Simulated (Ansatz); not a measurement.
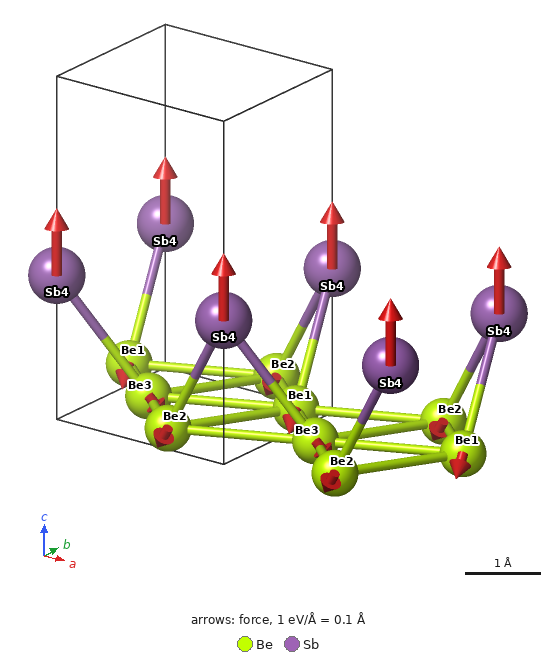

Starting geometry of crystalline Be₃Sb (built on the random type) (coarse preliminary run) with the computed forces as red arrows. The picture is a ball-and-stick view of the cell of the calculation, repeated 2 × 1 × 1 with one cell outlined, seen slightly off an axis.

Case: random cell with space group P31m (No. 157).

The calculation used DFT PBE, scalar-relativistic, plane waves, PAW in Ansatz.

Input file:
```yaml
crystal:
  lattice:
    - [3.7090864629, 0.0, 0.0]
    - [-1.8545432315, 3.2121631017, 0.0]
    - [0.0, 0.0, 4.6822992651]
  atoms:
    - { symbol: Be, position: [0.0, 0.6666666667, 0.061700978] }
    - { symbol: Be, position: [0.6666666667, 0.0, 0.061700978] }
    - { symbol: Be, position: [0.3333333333, 0.3333333333, 0.061700978] }
    - { symbol: Sb, position: [0.0, 0.0, 0.419845943] }
basis:
  ecutwfc: 420
kpoints:
  mp_grid: { grid: [6, 6, 4] }
hamiltonian:
  xc: pbe
scf:
  occupations: { method: gaussian, width: 0.1 }
  lower_state_search: "off"
output:
  forces: true
  stress: true
  eigenvalues: true
relax:
  adjacent_minimum: "off"
  f_tol: 0.04
  max_steps: 70
  cell: { stress_tol: 0.4 }
```

Run as
```bash
ansatz run input.yaml --threads 1 --pin off --max-ram 2560MiB --backend cpu --events-out ev --progress --plain --runs-dir out
```

Q: Is this structure relaxed? If not, where do the atoms go?

A: It isn't relaxed: the largest force vector, on Sb4, is 9.18 eV/Å. The atoms end up moving mostly along the starting forces (cosine between the two patterns 0.95). The atom that moves furthest relative to the cell is Sb4 (0.52 Å along +c). Largest moves by element: Sb 0.52 Å, Be 0.17 Å. The drawn cell changes as follows: a = b 3.709 → 3.677 Å (−0.9 %), c 4.682 → 4.960 Å (+5.9 %); the volume changes by +4.1 %. Among the contacts that change: Be1–Sb4 2.083 → 2.767 Å, Be1–Sb4 (another image) 3.250 → 2.779 Å, Be1–Be2 2.141 → 2.110 Å, Be1–Be2 (another image) 2.141 → 2.148 Å. The space group stays P31m (No. 157). After 6 accepted moves (7 points after the start) the energy has fallen by 586 meV per atom. The largest force component goes from 9.2 to 0.023 eV/Å. Pressure: 23.16 GPa at the start and 0.14 GPa at the end. The SCF was repeated once at an unchanged geometry on a basis and grid sized afresh for the cell, which shifted the energy by 0.1 meV per atom at most.
